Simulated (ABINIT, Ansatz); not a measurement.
# A GW chain in ABINIT: SiC (P6_3mc), part 2 of 3

Wanted: ground state, empty states, screening and self-energy for SiC (P6_3mc).

ABINIT 10.8.3; PBE and many-body steps on it, plane waves. Known limits of the many-body steps: not at the basis limit.

So far. Step 2 (Ground state): The gap is indirect, with the least direct gap 1.71 eV higher.

## Step 3: Bands along the symmetry lines

Level of this step: DFT, PBE, plane waves, norm-conserving pseudopotentials (ABINIT).

Levels along a band path, at the cheap level, show where the edges lie and whether the meshes to come will hold them.

run.abi reads:

```
acell 3*1.0 Angstrom
rprim 
  3.073513928196 0.000000000001 0.000000000000
  -1.536756964099 2.661741140703 0.000000000000
  0.000000000000 0.000000000000 5.045247710000
ntypat 2
znucl 14 6
natom 4
typat 1 1 2 2
xred 
  0.333333333333 0.666666666667 0.499602400000
  0.666666666667 0.333333333333 0.999602400000
  0.333333333333 0.666666666667 0.875397600000
  0.666666666667 0.333333333333 0.375397600000
pp_dirpath "pseudos"
pseudos "Si.upf, C.upf"
ecut 37
iscf -2
irdden 1
kptopt 0
nkpt 75
kpt 
  0.00000000 0.00000000 0.00000000
  0.06250000 0.00000000 0.00000000
  0.12500000 0.00000000 0.00000000
  0.18750000 0.00000000 0.00000000
  0.25000000 0.00000000 0.00000000
  0.31250000 0.00000000 0.00000000
  0.37500000 0.00000000 0.00000000
  0.43750000 0.00000000 0.00000000
  0.50000000 0.00000000 0.00000000
  0.47916667 0.04166667 0.00000000
  0.45833333 0.08333333 0.00000000
  0.43750000 0.12500000 0.00000000
  0.41666666 0.16666666 0.00000000
  0.39583333 0.20833333 0.00000000
  0.37500000 0.25000000 0.00000000
  0.35416666 0.29166666 0.00000000
  0.33333333 0.33333333 0.00000000
  0.29166666 0.29166666 0.00000000
  0.25000000 0.25000000 0.00000000
  0.20833333 0.20833333 0.00000000
  0.16666666 0.16666666 0.00000000
  0.12500000 0.12500000 0.00000000
  0.08333333 0.08333333 0.00000000
  0.04166667 0.04166667 0.00000000
  0.00000000 0.00000000 0.00000000
  0.00000000 0.00000000 0.06250000
  0.00000000 0.00000000 0.12500000
  0.00000000 0.00000000 0.18750000
  0.00000000 0.00000000 0.25000000
  0.00000000 0.00000000 0.31250000
  0.00000000 0.00000000 0.37500000
  0.00000000 0.00000000 0.43750000
  0.00000000 0.00000000 0.50000000
  0.06250000 0.00000000 0.50000000
  0.12500000 0.00000000 0.50000000
  0.18750000 0.00000000 0.50000000
  0.25000000 0.00000000 0.50000000
  0.31250000 0.00000000 0.50000000
  0.37500000 0.00000000 0.50000000
  0.43750000 0.00000000 0.50000000
  0.50000000 0.00000000 0.50000000
  0.47916667 0.04166667 0.50000000
  0.45833333 0.08333333 0.50000000
  0.43750000 0.12500000 0.50000000
  0.41666666 0.16666666 0.50000000
  0.39583333 0.20833333 0.50000000
  0.37500000 0.25000000 0.50000000
  0.35416666 0.29166666 0.50000000
  0.33333333 0.33333333 0.50000000
  0.29166666 0.29166666 0.50000000
  0.25000000 0.25000000 0.50000000
  0.20833333 0.20833333 0.50000000
  0.16666666 0.16666666 0.50000000
  0.12500000 0.12500000 0.50000000
  0.08333333 0.08333333 0.50000000
  0.04166667 0.04166667 0.50000000
  0.00000000 0.00000000 0.50000000
  0.50000000 0.00000000 0.50000000
  0.50000000 0.00000000 0.43750000
  0.50000000 0.00000000 0.37500000
  0.50000000 0.00000000 0.31250000
  0.50000000 0.00000000 0.25000000
  0.50000000 0.00000000 0.18750000
  0.50000000 0.00000000 0.12500000
  0.50000000 0.00000000 0.06250000
  0.50000000 -0.00000000 0.00000000
  0.33333333 0.33333333 0.50000000
  0.33333333 0.33333333 0.43750000
  0.33333333 0.33333333 0.37500000
  0.33333333 0.33333333 0.31250000
  0.33333333 0.33333333 0.25000000
  0.33333333 0.33333333 0.18750000
  0.33333333 0.33333333 0.12500000
  0.33333333 0.33333333 0.06250000
  0.33333333 0.33333333 0.00000000
istwfk *1
nband 15
nbdbuf 2
tolwfr 1e-08
nstep 40
prtwf 0
prtvol 0
indata_prefix "in"
outdata_prefix "out"
tmpdata_prefix "tmp"
```

Run with:

```sh
OMP_NUM_THREADS=1 mpirun -n 8 abinit run.abi > log
```

Numbers of over 12 decimals in the logs are rounded to 6 here.

The program printed:

```text
.Version 10.8.3 of ABINIT. v10.8.2 released Aug 2026.

 Symmetries : space group P6_3 m c (#186); Bravais hP (primitive hexag.)
[... echo of the input left out ...]
== DATASET  1 ==================================================================
-   mpi_nproc: 8, omp_nthreads: 1 (-1 if OMP is not activated)

--- !DatasetInfo
iteration_state: {dtset: 1, }
dimensions: {natom: 4, nkpt: 75, mband: 15, nsppol: 1, nspinor: 1, nspden: 1, mpw: 3024, }
cutoff_energies: {ecut:  37.0, pawecutdg:  -1.0, }
electrons: {nelect:   1.60000000E+01, charge:   0.00000000E+00, occopt:   1.00000000E+00, tsmear:   1.00000000E-02, }

 Real(R)+Recip(G) space primitive vectors, cartesian coordinates (Bohr,Bohr^-1):
 R(1)=  5.8080996  0.0000000  0.0000000  G(1)=  0.1721734  0.0994043  0.0000000
 R(2)= -2.9040498  5.0299618  0.0000000  G(2)=  0.0000000  0.1988087  0.0000000
 R(3)=  0.0000000  0.0000000  9.5341364  G(3)=  0.0000000  0.0000000  0.1048863
 Unit cell volume ucvol=  2.7853521E+02 bohr^3
 Angles (23,13,12)=  9.00000000E+01  9.00000000E+01  1.20000000E+02 degrees

 getcut: wavevector=  0.0000  0.0000  0.0000  ngfft=  32  32  54
         ecut(hartree)=     37.000   => boxcut(ratio)=   2.01210

--- Pseudopotential description ------------------------------------------------
- Si Generated using ONCVPSP code by D. R. Hamann
- 14.00000   4.00000  171031                  znucl, zion, pspdat
12 -101130 2 -1 1510                          pspcod,pspxc,lmax,lloc,mmax
     nproj     2     2     2
  pspatm : epsatm=    9.34321561
         --- l  ekb(1:nproj) -->
             0    5.168965    0.829883
             1    2.571282    0.578307
             2   -2.427311   -0.488097
 pspatm: atomic psp has been read  and splines computed

- C Generated using ONCVPSP code by D. R. Hamann
-  6.00000   4.00000  171031                  znucl, zion, pspdat
12 -101130 1 -1 1248                          pspcod,pspxc,lmax,lloc,mmax
     nproj     2     2     0
  pspatm : epsatm=    4.31346680
         --- l  ekb(1:nproj) -->
[...]
pspatm: atomic psp has been read  and splines computed

--------------------------------------------------------------------------------

================================================================================
 prteigrs : about to open file out_EIG
 Non-SCF case, kpt    1 (  0.00000  0.00000  0.00000), residuals and eigenvalues=
  2.52E-09  6.76E-09  9.65E-09  2.15E-09  7.33E-09  4.75E-09  2.52E-09  8.15E-09
  4.37E-09  5.05E-09  2.54E-09  5.69E-09  6.22E-09  7.21E-09  7.81E-09
 -3.1539E-01 -1.8408E-01 -6.2808E-02  2.0921E-01  2.0921E-01  2.5351E-01
  2.5768E-01  2.5768E-01  4.3483E-01  4.8624E-01  5.0324E-01  5.0324E-01
[...]
Non-SCF case, kpt    2 (  0.06250  0.00000  0.00000), residuals and eigenvalues=
  2.65E-09  2.22E-09  3.24E-09  5.88E-09  4.61E-09  4.15E-09  9.65E-09  8.02E-09
[...]
Non-SCF case, kpt   74 (  0.33333  0.33333  0.06250), residuals and eigenvalues=
[...]
Non-SCF case, kpt   75 (  0.33333  0.33333  0.00000), residuals and eigenvalues=
[...]
-1.4978E-01 -1.4978E-01  9.4070E-03  2.7314E-02  2.7314E-02  1.0872E-01
  1.0872E-01  1.1650E-01  3.4129E-01  5.5836E-01  5.8348E-01  5.8348E-01
[...]
--- !ResultsGS
iteration_state: {dtset: 1, }
comment   : Summary of ground state results
lattice_vectors:
- [  5.8080996,   0.0000000,   0.0000000, ]
- [ -2.9040498,   5.0299618,   0.0000000, ]
- [  0.0000000,   0.0000000,   9.5341364, ]
lattice_lengths: [   5.80810,    5.80810,    9.53414, ]
lattice_angles: [ 90.000,  90.000, 120.000, ] # degrees, (23, 13, 12)
lattice_volume:   2.7853521E+02
convergence: {deltae:  0.000E+00, res2:  0.000E+00, residm:  9.976E-09, diffor:  0.000E+00, }
etotal    :  -2.05387368E+01
entropy   :   0.00000000E+00
fermie    :   2.57677472E-01
cartesian_stress_tensor: null
pressure_GPa: null
xred      :
- [  3.3333E-01,   6.6667E-01,   4.9960E-01, Si]
- [  6.6667E-01,   3.3333E-01,   9.9960E-01, Si]
- [  3.3333E-01,   6.6667E-01,   8.7540E-01,  C]
- [  6.6667E-01,   3.3333E-01,   3.7540E-01,  C]
cartesian_forces: null
force_length_stats: {min: null, max: null, mean: null, }

 Integrated electronic density in atomic spheres:
 ------------------------------------------------
 Atom  Sphere_radius  Integrated_density
[...]
================================================================================

 ----iterations are completed or convergence reached----

 Mean square residual over all n,k,spin=   52.777E-10; max=  99.759E-10
 reduced coordinates (array xred) for    4 atoms
[...]
0.333333333333      0.666666666667      0.875397600000
       0.666666666667      0.333333333333      0.375397600000

 cartesian coordinates (angstrom) at end:
    1     -6.7e-13     1.774494     2.520618
    2      1.536757     0.887247     5.043242
    3     -6.7e-13     1.774494     4.416598
    4      1.536757     0.887247     1.893974
 length scales=  1.889726125908  1.889726125908  1.889726125908 bohr
              =  1.000000000000  1.000000000000  1.000000000000 angstroms
 prteigrs : about to open file out_EIG
 Eigenvalues (hartree) for nkpt=  75  k points:
 kpt#   1, nband= 15, wtk=  1.00000, kpt=  0.0000  0.0000  0.0000 (reduced coord)
[...]
kpt#   2, nband= 15, wtk=  1.00000, kpt=  0.0625  0.0000  0.0000 (reduced coord)
[...]
kpt#   3, nband= 15, wtk=  1.00000, kpt=  0.1250  0.0000  0.0000 (reduced coord)
[...]
kpt#  74, nband= 15, wtk=  1.00000, kpt=  0.3333  0.3333  0.0625 (reduced coord)
  -0.14943   -0.14943    0.01007    0.02395    0.02395    0.11297    0.11297    0.11460
   0.34448    0.55781    0.57151    0.57151    0.61901    0.61901    0.68683
 kpt#  75, nband= 15, wtk=  1.00000, kpt=  0.3333  0.3333  0.0000 (reduced coord)
  -0.14978   -0.14978    0.00941    0.02731    0.02731    0.10872    0.10872    0.11650
   0.34129    0.55836    0.58348    0.58348    0.61314    0.61314    0.68177

== END DATASET(S) ==============================================================
================================================================================

 -outvars: echo values of variables after computation  --------
            nband          15
             nkpt          75
          spgroup         186
 [... the other variables as echoed above ...]

 Calculation completed.
```

Elapsed: 8.1 s, on 8 MPI ranks of Arm Neoverse V1, shared host; peak memory 0.51 GiB; 64 s of CPU time.

Numbers from this step:

- gap: 2.275 eV
- k of the valence top: 0, 0, 0
- k of the conduction bottom: 0.3333, 0.3333, 0
- least direct gap: 3.985 eV

The gap is 2.275 eV, as in the run before at this level.

Electronic bands along the path, in eV, zero at the top of the highest filled band; v1 is the highest filled band, c1 the lowest empty one:

| point | v4 | v3 | v2 | v1 | c1 | c2 | c3 | c4 |
| --- | --- | --- | --- | --- | --- | --- | --- | --- |
| Γ | -1.32 | -0.11 | 0.00 | 0.00 | 4.82 | 6.22 | 6.68 | 6.68 |
| M | -5.45 | -3.33 | -3.30 | -1.20 | 2.79 | 4.23 | 6.90 | 7.14 |
| K | -6.27 | -4.05 | -4.05 | -3.84 | 2.28 | 8.18 | 8.87 | 8.87 |
| Γ | -1.32 | -0.11 | 0.00 | 0.00 | 4.82 | 6.22 | 6.68 | 6.68 |
| A | -0.71 | -0.71 | -0.71 | -0.71 | 5.91 | 5.91 | 7.37 | 7.37 |
| L | -2.45 | -2.45 | -2.34 | -2.34 | 3.29 | 3.29 | 5.27 | 5.27 |
| H | -5.66 | -5.66 | -1.74 | -1.74 | 5.08 | 5.08 | 6.02 | 6.02 |
| A | -0.71 | -0.71 | -0.71 | -0.71 | 5.91 | 5.91 | 7.37 | 7.37 |
| jump to L | -2.45 | -2.45 | -2.34 | -2.34 | 3.29 | 3.29 | 5.27 | 5.27 |
| M | -5.45 | -3.33 | -3.30 | -1.20 | 2.79 | 4.23 | 6.90 | 7.14 |
| jump to H | -5.66 | -5.66 | -1.74 | -1.74 | 5.08 | 5.08 | 6.02 | 6.02 |
| K | -6.27 | -4.05 | -4.05 | -3.84 | 2.28 | 8.18 | 8.87 | 8.87 |

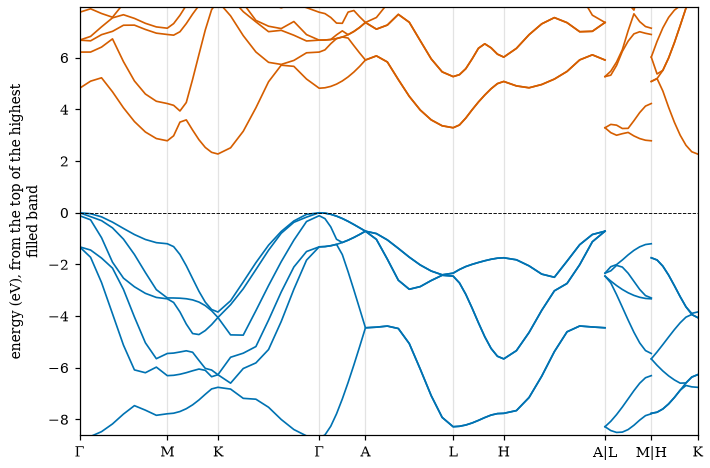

Electronic bands along the path; lines of filled and empty bands in two colours.

## Step 4: Empty states on the mesh, 6×6×4 mesh, 552 bands

The sums over transitions need many empty states on a uniform mesh; this step solves for them.

run.abi reads:

```
acell 3*1.0 Angstrom
rprim 
  3.073513928196 0.000000000001 0.000000000000
  -1.536756964099 2.661741140703 0.000000000000
  0.000000000000 0.000000000000 5.045247710000
ntypat 2
znucl 14 6
natom 4
typat 1 1 2 2
xred 
  0.333333333333 0.666666666667 0.499602400000
  0.666666666667 0.333333333333 0.999602400000
  0.333333333333 0.666666666667 0.875397600000
  0.666666666667 0.333333333333 0.375397600000
pp_dirpath "pseudos"
pseudos "Si.upf, C.upf"
ecut 37
ngkpt 6 6 4
nshiftk 1
shiftk 0 0 0
kptopt 1
chksymbreak 0
irdden 1
istwfk *1
nband 552
prtvol 0
optdriver 6
gwr_task "HDIAGO"
paral_kgb 0
occopt 1
indata_prefix "in"
outdata_prefix "out"
tmpdata_prefix "tmp"
```

The program printed:

```text
[banner, memory and clock lines left out]
.Version 10.8.3 of ABINIT. v10.8.2 released Aug 2026.

 Symmetries : space group P6_3 m c (#186); Bravais hP (primitive hexag.)
[... echo of the input left out ...]
== DATASET  1 ==================================================================
-   mpi_nproc: 8, omp_nthreads: 1 (-1 if OMP is not activated)

--- !DatasetInfo
iteration_state: {dtset: 1, }
dimensions: {natom: 4, nkpt: 21, mband: 552, nsppol: 1, nspinor: 1, nspden: 1, mpw: 3015, }
cutoff_energies: {ecut:  37.0, pawecutdg:  -1.0, }
electrons: {nelect:   1.60000000E+01, charge:   0.00000000E+00, occopt:   1.00000000E+00, tsmear:   1.00000000E-02, }

.Using double precision arithmetic; gwpc =  8

- Reading GS density from: in_DEN

--- Pseudopotential description ------------------------------------------------
- Si Generated using ONCVPSP code by D. R. Hamann
- 14.00000   4.00000  171031                  znucl, zion, pspdat
12 -101130 2 -1 1510                          pspcod,pspxc,lmax,lloc,mmax
     nproj     2     2     2
  pspatm : epsatm=    9.34321561
         --- l  ekb(1:nproj) -->
             0    5.168965    0.829883
             1    2.571282    0.578307
             2   -2.427311   -0.488097
 pspatm: atomic psp has been read  and splines computed

- C Generated using ONCVPSP code by D. R. Hamann
-  6.00000   4.00000  171031                  znucl, zion, pspdat
12 -101130 1 -1 1248                          pspcod,pspxc,lmax,lloc,mmax
     nproj     2     2     0
  pspatm : epsatm=    4.31346680
         --- l  ekb(1:nproj) -->
             0    6.481548    0.385504
             1   -4.199961   -0.877517
 pspatm: atomic psp has been read  and splines computed

   4.37013837E+02                                ecore*ucvol(ha*bohr**3)

 Total charge density [el/Bohr^3]
)     Maximum=    2.8030E-01  at reduced coord.    0.4063    0.7813    0.9074
)     Minimum=    1.9153E-03  at reduced coord.    0.6563    0.3125    0.0000
   Integrated=    1.6000E+01

 === KS gaps after direct diagonalization ===
 Indirect band gap semiconductor
 Fundamental gap:     2.275 (eV)
   VBM:     7.012 (eV) at k: [ 0.0000E+00,  0.0000E+00,  0.0000E+00]
   CBM:     9.287 (eV) at k: [ 3.3333E-01,  3.3333E-01,  0.0000E+00]
 Direct gap:         3.985 (eV) at k: [ 5.0000E-01,  0.0000E+00,  0.0000E+00]

== END DATASET(S) ==============================================================

 -outvars: echo values of variables after computation  --------
           etotal      0.0000000000E+00
            nband         552
             nkpt          21
          spgroup         186
 [... the other variables as echoed above ...]

 Calculation completed.
```

Run time: 70 s. Hardware: 8 MPI ranks; peak memory 4.5 GiB; 9.3 min of CPU time.

This step gave:

```yaml
gap: 2.275 eV
k_of_the_valence_top: 0, 0, 0
k_of_the_conduction_bottom: 0.3333, 0.3333, 0
least_direct_gap: 3.985 eV
k_points_computed: 21
lowest_point_of_the_top_converged_band_above_the_valence_top: 296.0338 eV
```

On this mesh the gap is 2.275 eV.

## Step 5: Screening, 6×6×4 mesh, 544 bands, screening to 381 eV

The RPA dielectric matrix is built and inverted for each q.

This step: RPA screening on PBE, plane waves, norm-conserving pseudopotentials.

run.abi: that of step 4 with these lines changed.

```diff
@@ -22,10 +22,11 @@
 chksymbreak 0
-irdden 1
 istwfk *1
-nband 552
-prtvol 0
-optdriver 6
-gwr_task "HDIAGO"
-paral_kgb 0
 occopt 1
+irdwfk 1
+optdriver 3
+nband 544
+ecuteps 14
+inclvkb 2
+awtr 1
+symchi 1
 indata_prefix "in"
```

The program printed:

```text
.Version 10.8.3 of ABINIT. v10.8.2 released Aug 2026.

 Symmetries : space group P6_3 m c (#186); Bravais hP (primitive hexag.)
[... echo of the input left out ...]
== DATASET  1 ==================================================================
-   mpi_nproc: 8, omp_nthreads: 1 (-1 if OMP is not activated)

--- !DatasetInfo
iteration_state: {dtset: 1, }
dimensions: {natom: 4, nkpt: 21, mband: 544, nsppol: 1, nspinor: 1, nspden: 1, mpw: 3015, }
cutoff_energies: {ecut:  37.0, pawecutdg:  -1.0, }
electrons: {nelect:   1.60000000E+01, charge:   0.00000000E+00, occopt:   1.00000000E+00, tsmear:   1.00000000E-02, }

 SCREENING: Calculation of the susceptibility and dielectric matrices

 Based on a program developped by R.W. Godby, V. Olevano, G. Onida, and L. Reining.
 Incorporated in ABINIT by V. Olevano, G.-M. Rignanese, and M. Torrent.
.Using double precision arithmetic ; gwpc =  8

[... cell and pseudopotentials left out ...]
--------------------------------------------------------------------------------

 ==== K-mesh for the wavefunctions ====
 Number of points in the irreducible wedge :    21
[... list of points left out ...]
 Together with 12 symmetry operations and time-reversal symmetry
 yields   144 points in the full Brillouin Zone.

 ==== Q-mesh for the screening function ====
 Number of points in the irreducible wedge :    21
[... list of points left out ...]
 Together with 12 symmetry operations and time-reversal symmetry
 yields   144 points in the full Brillouin Zone.

 setmesh: FFT mesh size selected  =    27x   27x   48
          total number of points  =        34992

 vcoul_init : cutoff-mode = AUXILIARY_FUNCTION
 q-points for optical limit:   1
     1)      0.000010    0.000020    0.000030

- screening: taking advantage of time-reversal symmetry
- Maximum band index for partially occupied states nbvw = 8
- Remaining bands to be divided among processors   nbcw = 536
- Number of bands treated by each node ~67

 Number of electrons calculated from density =   16.0000; Expected =   16.0000
 average of density, n =  0.057443
 r_s =    1.6078
 omega_plasma =   23.1193 [eV]

 calculating chi0 at frequencies [eV] :
  1    0.000000E+00    0.000000E+00
  2    0.000000E+00    2.311935E+01

--------------------------------------------------------------------------------
  q-point number  1        q = ( 0.000000, 0.000000, 0.000000) [r.l.u.]
--------------------------------------------------------------------------------
[... chi0 elements left out ...]
 For q-point:  0.000010 0.000020 0.000030
  dielectric constant =   6.8549
  dielectric constant without local fields =   7.5088

  Average fulfillment of the sum rule on Im[epsilon] for q-point    1 :     97.58  [%]
[... wings left out ...]
  q-point number  2        q = ( 0.166667, 0.000000, 0.000000) [r.l.u.]
--------------------------------------------------------------------------------
[... chi0 elements left out ...]
  Average fulfillment of the sum rule on Im[epsilon] for q-point    2 :     98.03  [%]

 [... 19 further q-points ...]
```

Wall time 31 min (8 MPI ranks); peak memory 9.3 GiB; 4.1 h of CPU time.

This step gave:

- ε∞ with local fields, on this mesh, along the program's q direction: 6.855
- the same without local fields: 7.509
- plasma frequency: 23.12 eV
- plane waves in the screening matrix: 701

Local fields lower ε∞ by 9 %.

[end of part 2 of 3]

[Paths, hosts, dates, memory and timing lines, banners, echoed tables and standing remarks are left out of the program output.]

[Logs are printed without paths, hosts, clocks, repeated set-up lines and the standing remarks that a program may print on its own settings, such as how far it seeks lower states.]

[Runs of the session that timed out or met a known fault of the program may be left out.]

[Hosts, paths, dates, database ids (printed as entryN), source tags and the programs' standing remarks are cut or masked in the printed files.]

[G0W0 gaps are taken among the corrected bands and points alone; a level outside them can change the order at an edge.]

[Where Ansatz stands beside ABINIT at settings called matched, ABINIT's density can come from a denser mesh and the files from another edition; pairs whose starting gaps differed by over 0.03 eV were left out, so agreement reads better than it is.]
